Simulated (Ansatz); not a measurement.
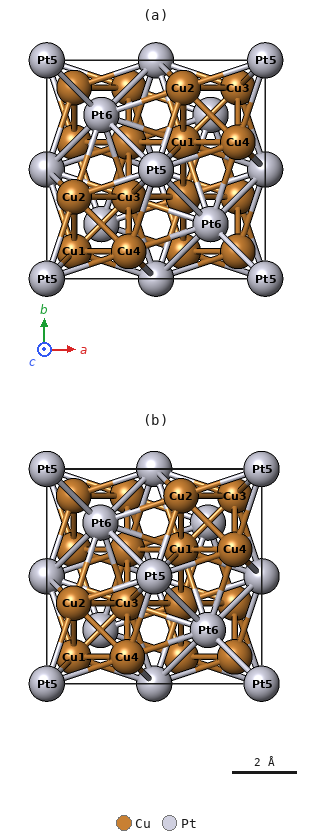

The structure of a crystal of Cu₂Pt (built on the cubic Laves (C15)_227 type) (coarse preliminary run) before (top) and after (bottom) a relaxation, at one scale.

A ball-and-stick model of the conventional cell (4 times the calculation's cell), seen along the c axis. Lengths and directions refer to the drawn axes.

Case: cubic Laves (C15) type (Fd-3m, No. 227).

Method: DFT PBE, scalar-relativistic, plane waves, PAW (Ansatz). Settings: plane-wave cutoff 420 eV; k-point mesh 4 × 4 × 4; occupations gaussian; smearing width 0.1 eV; no spin polarisation; cell and atoms relaxed; force threshold 0.04 eV/Å; at most 70 steps.

Question: Summarise the run.

Answer: The energy falls by 16.6 meV per atom in 2 accepted moves (3 points after the start). All forces vanish by symmetry, so only the cell relaxes. Pressure: −7.68 GPa at the start and 0.12 GPa at the end. The SCF was repeated once at an unchanged geometry on a basis and grid sized afresh for the cell, which shifted the energy by 0.5 meV per atom at most. No atom moves by more than 0.005 Å relative to the cell. The volume changes by −4.9 %, with a = b = c 6.903 → 6.789 Å (−1.7 %). Among the contacts that change: Pt5–Pt6 2.989 → 2.940 Å, Cu1–Pt5 2.862 → 2.815 Å, Cu1–Cu2 2.441 → 2.400 Å. The space group stays Fd-3m (No. 227). Cost: 14 s on 1 thread of Arm Neoverse V1 (shared host), peak memory 0.38 GiB.
